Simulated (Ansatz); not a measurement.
# One shape, several levels: doublet GaF+

Aim: a comparison of 6 runs (U-r2SCAN/STO-3G, UBLYP/STO-3G, UCAM-B3LYP/STO-3G, UPBE0/STO-3G, USVWN5/STO-3G, UMP2/STO-3G) of doublet GaF+. 

The results are computed with Ansatz 0.2.0.

56 further runs of the same task are left out: 29 that didn't finish, 27 set aside as unsound or not needed.

## 1. The structure to begin with

GaF+ has 2 atoms, charge +1, and is taken as a doublet. SMILES of the parent species: `[F][Ga]`. The coordinates come from a PBE0-D4/def2-TZVP relaxation. That shape belongs to the parent species and isn't relaxed for this state.

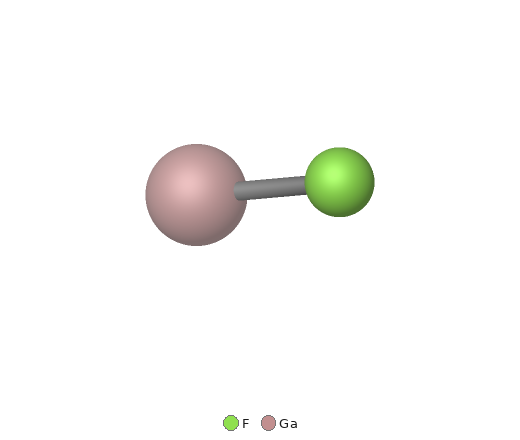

Viewed from a chosen angle; fluorine green, gallium pink.

## 2. The energy at U-r2SCAN/STO-3G (run 1)

File molecule.yaml:

```yaml
crystal:
  periodic: [false, false, false]
  atoms:
    - symbol: F
      position_ang: [0.000000, -0.000000, 0.006300]
    - symbol: Ga
      position_ang: [-0.000000, 0.000000, 1.792850]
basis:
  gaussian: {orbitals: STO-3G}
total_charge: 1
magnetization: {spin_polarized: true, initial_magnetization: 1}
hamiltonian: {xc: r2scan}
accuracy: high
```

Started as:

```console
$ ansatz run molecule.yaml --threads 1 --pin off --max-ram 3480MiB --events-out events.jsonl --progress --plain --runs-dir runs
```

What it wrote:

```text
Warning: RAYON_NUM_THREADS=1 ignored (pool sized by the plan → 1); use --threads N
Functional definition: r2SCAN
  name "r2SCAN"
  parameter k0 = 0.174
  parameter k1 = 0.065
  parameter a1 = 4.9479
  exchange = r2scan_x(k0 = k0, k1 = k1, a1 = a1)
  correlation = r2scan_c
297 factors; integrals over basis functions are off by at most 9.1e-8 eV
mean field evaluation 1: about -53973.9299 eV, gradient 4.9e1 eV
mean field evaluation 2: about -54086.6282 eV, gradient 1.2e2 eV
mean field evaluation 4: about -54192.4976 eV, gradient 1.3e2 eV
mean field evaluation 8: about -54324.9991 eV, gradient 1.3e2 eV
mean field evaluation 16: about -54433.6588 eV, gradient 1.2e0 eV
mean field evaluation 32: about -54434.1831 eV, gradient 2.2e-8 eV
mean field evaluation 64: about -54433.8932 eV, gradient 1.5e0 eV
mean field evaluation 96: about -54402.8691 eV, gradient 1.2e1 eV
mean field evaluation 128: about -54432.4821 eV, gradient 4.4e0 eV
mean field -54434.18306780 eV, -2000.4193309271 hartree, gradient 1.8e-8 eV, S^2 0.751833; 10 other end points of the search recorded, 0 dependent functions left out
reference -54434.18306852 eV, -2000.4193309538 hartree; 20, 19 occupied and 3, 4 virtual orbitals, 297 factors
Total energy: -54434.18306852 eV, -2000.4193309538 hartree
```

Run time: 18 s. Hardware: 1 thread of Arm Neoverse V1, shared host; peak memory 0.18 GiB.

## 3. The energy at UBLYP/STO-3G (run 2)

File job.yaml:

```yaml
crystal:
  periodic: [false, false, false]
  atoms:
    - {symbol: F, position_ang: [0.000000, -0.000000, 0.006300]}
    - {symbol: Ga, position_ang: [-0.000000, 0.000000, 1.792850]}
basis:
  gaussian: {orbitals: STO-3G}
total_charge: 1
magnetization: {spin_polarized: true, initial_magnetization: 1}
hamiltonian: {xc: {name: BLYP}}
accuracy: high
```

Started as:

```console
$ ansatz run job.yaml --threads 1 --pin off --max-ram 3480MiB --events-out events.jsonl --progress --plain --runs-dir runs
```

What it wrote, cut to the lines that bear on the results:

```text
Warning: RAYON_NUM_THREADS=1 ignored (pool sized by the plan → 1); use --threads N
Functional definition: BLYP
  name "BLYP"
[...]
297 factors; integrals over basis functions are off by at most 9.1e-8 eV
[...]
mean field -54430.58373461 eV, -2000.2870578720 hartree, gradient 1.5e-8 eV, S^2 0.750992; 10 other end points of the search recorded, 0 dependent functions left out
reference -54430.58376499 eV, -2000.2870589886 hartree; 20, 19 occupied and 3, 4 virtual orbitals, 297 factors
Total energy: -54430.58376499 eV, -2000.2870589886 hartree
```

It took 8.1 s on 1 thread of Arm Neoverse V1, shared host; peak memory 0.11 GiB.

Runs 3 to 5 aren't shown in full; the table further down has their settings and results.

## 4. The energy at UMP2/STO-3G (run 6)

File input.yaml:

```yaml
basis:
  gaussian: {orbitals: STO-3G}
crystal:
  periodic: [false, false, false]
  atoms:
    - symbol: F
      position_ang: [0.000000, -0.000000, 0.006300]
    - symbol: Ga
      position_ang: [-0.000000, 0.000000, 1.792850]
total_charge: 1
magnetization: {spin_polarized: true, initial_magnetization: 1}
correlation: {method: mp2, frozen_orbitals: {F: 1, Ga: 9}}
accuracy: high
```

Started as:

```console
$ ansatz run input.yaml --threads 1 --pin off --max-ram 3480MiB --events-out events.jsonl --progress --plain --runs-dir runs
```

What it wrote, cut to the lines that bear on the results:

```text
Warning: RAYON_NUM_THREADS=1 ignored (pool sized by the plan → 1); use --threads N
Functional definition: HF
  name "HF"
[...]
297 factors; integrals over basis functions are off by at most 9.1e-8 eV
[...]
mean field -54389.62327413 eV, -1998.7817887136 hartree, gradient 2.6e-8 eV, S^2 0.751858; 18 other end points of the search recorded, 0 dependent functions left out
10 core orbitals not correlated: weight in the atoms' cores, before any rotation towards them, 0.999 or more for the frozen orbitals, at most 0.000 for the correlated occupied ones
reference -54389.62327413 eV, -1998.7817887136 hartree; 10, 9 occupied and 3, 4 virtual orbitals, 297 factors
second order -2.14470666 eV of doubles, -0.00000000 eV of singles
Total energy: -54391.76798079 eV, -1998.8606052297 hartree
```

It took 1 s on 1 thread of Arm Neoverse V1, shared host.

## 5. Overview of the runs

| run | level | frozen core orbitals | energy (Eh) | ⟨S²⟩ | wall time |
| --- | --- | --- | --- | --- | --- |
| 1 | U-r2SCAN/STO-3G | – | -2000.419331 | 0.752 | 18 s |
| 2 | UBLYP/STO-3G | – | -2000.287059 | 0.751 | 8.1 s |
| 3 | UCAM-B3LYP/STO-3G | – | -2000.376917 | 0.752 | 4.8 s |
| 4 | UPBE0/STO-3G | – | -2000.086402 | 0.752 | 3.9 s |
| 5 | USVWN5/STO-3G | – | -1996.497124 | 0.751 | 4.8 s |
| 6 | UMP2/STO-3G | 10 | -1998.860605 | 0.752 | 1 s |

## 6. Summary of results

```
                                           quantity           value
                                run 6: total energy  -1998.86061 Eh
run 6: correlation energy (10 core orbitals frozen)       -78.8 mEh
           run 6: ⟨S²⟩ of the reference determinant           0.752
```

Totals of different functionals can't be ranked against each other. In runs 1, 2, 3, 4, 5, 6 the basis is minimal, so the values are rough. All runs together took 41 s, the longest 18 s.
